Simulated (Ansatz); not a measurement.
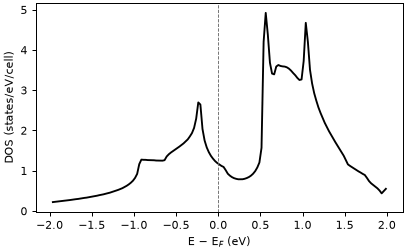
Figure. Density of states of Ba (Im-3m) near the Fermi level, PBEsol, rigid bands (Ansatz, an electronic-structure program).

Problem. With 1 atom a cell, what bare Sommerfeld coefficient γ = (π²/3) k_B² N(E_F) follows?

Solution. N(E_F) ≈ 1.18 states/eV a cell at 300 K, so γ ≈ 2.8 mJ/(mol of atoms·K²), before electron-phonon enhancement.

Problem. How far does the Fermi level move in a rigid band for 0.1 electron a cell added or removed?

Solution. 91 meV and -79 meV.

A metal at this level (no band gap); rigid bands, thermally averaged at 300 K, both spins. Spin-orbit coupling is left out. Geometry: cell and atoms relaxed with PBEsol.
